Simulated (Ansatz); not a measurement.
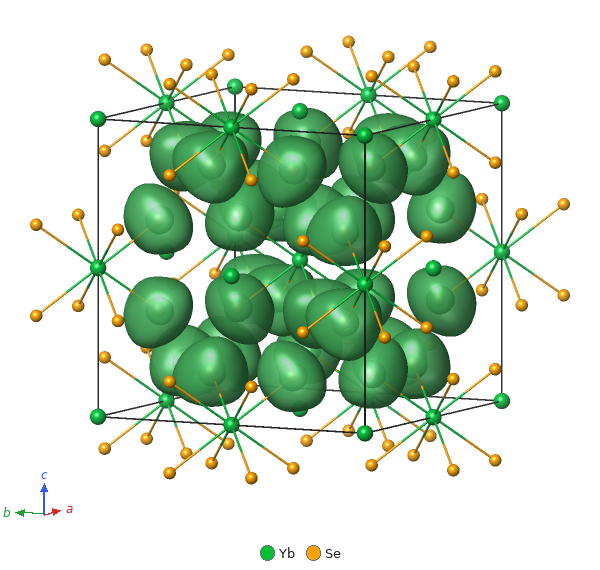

Figure 1: YbSe₄. Isosurface of the electron localisation function at 0.6 (green), seen at an oblique angle. Only the valence region is drawn (cores and ρ < 0.01 e/Å³ removed). Sticks mark near contacts.

Space group Fm-3m; a structure generated by program, which may or may not match a known phase; computed without spin polarisation; no Hubbard U on the f states and no spin–orbit coupling.

The calculation used DFT PBE, scalar-relativistic, plane waves, PAW (Ansatz).

In a PAW calculation such maps are meaningful between the atoms, not at the nuclei.

The calculation's input:

```
crystal:
  lattice:
    - [0.0, 5.2340871565, 5.2340871565]
    - [5.2340871565, 0.0, 5.2340871565]
    - [5.2340871565, 5.2340871565, 0.0]
  atoms:
    - { symbol: Yb, position: [0.0, 0.0, 0.0] }
    - { symbol: Yb, position: [0.5, 0.5, 0.5] }
    - { symbol: Se, position: [0.6530683415, 0.6530683415, 0.6530683415] }
    - { symbol: Se, position: [0.6530683415, 0.6530683415, 0.0407949755] }
    - { symbol: Se, position: [0.6530683415, 0.0407949755, 0.6530683415] }
    - { symbol: Se, position: [0.0407949755, 0.6530683415, 0.6530683415] }
    - { symbol: Se, position: [0.3469316585, 0.3469316585, 0.9592050245] }
    - { symbol: Se, position: [0.3469316585, 0.3469316585, 0.3469316585] }
    - { symbol: Se, position: [0.3469316585, 0.9592050245, 0.3469316585] }
    - { symbol: Se, position: [0.9592050245, 0.3469316585, 0.3469316585] }
basis:
  ecutwfc: 420
kpoints:
  mp_grid: { grid: [6, 6, 6] }
hamiltonian:
  xc: pbe
scf:
  occupations: { method: gaussian, width: 0.1 }
output:
  forces: true
  stress: true
  eigenvalues: true
  write_density: true
  write_potential: true
  elf: true
  volumetric_format: npy
relax:
  adjacent_minimum: "off"
  f_tol: 0.01
  max_steps: 80
  cell: { stress_tol: 0.05 }
```

Run with:

```sh
ansatz run input.yaml --threads 1 --pin off --max-ram 2560MiB --backend cpu --events-out ev --progress --plain --runs-dir out
```

Below, planes, directions and counts refer to the conventional cell (a = 10.45 Å, b = 10.45 Å, c = 10.45 Å, α = 90.00°, β = 90.00°, γ = 90.00°).

The fields are those of the relaxed geometry.

Describe the localisation domains.

At this value the surface marks out 32 regions wrapped around Se (the valence shell of each), counted in one cell of 40 atoms. Regions shared between cells count once. Profiles from the grid: Yb–Se (2.77 Å): the ELF is about 0.25 at the midpoint; no localised pair shows between them.
